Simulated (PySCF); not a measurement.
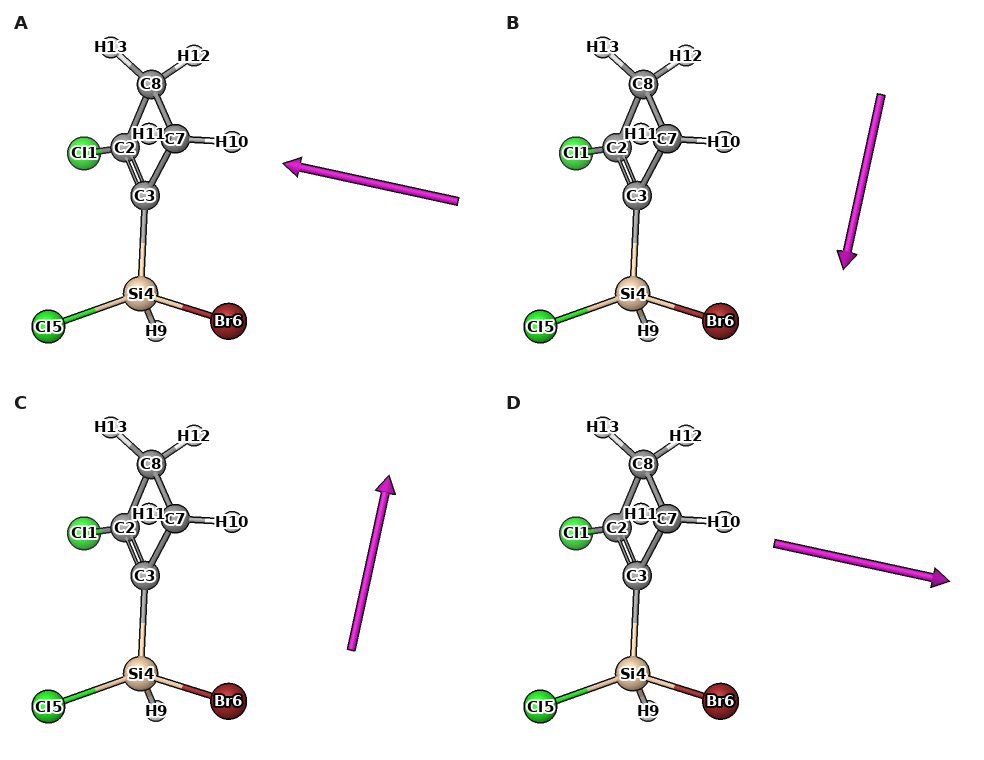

The same molecule four times, each with an arrow. Computed geometry: GFN2-xTB optimisation. No frequency run is at hand to confirm it as a minimum. Level of theory: CAM-B3LYP/def2-SVPD, gas phase (PySCF 2.14.0).

### Which arrow points along the dipole moment, from the negative to the positive end?

C. The dipole moment is 1.99 D; it points from the side of Cl5 to the side of H12 (the outermost atoms at the two ends).

The geometry is semi-empirical. Around Br, Si such bond lengths and angles can be off by a tenth of an ångström or more and by several degrees, and values that hang on the shape move with them.
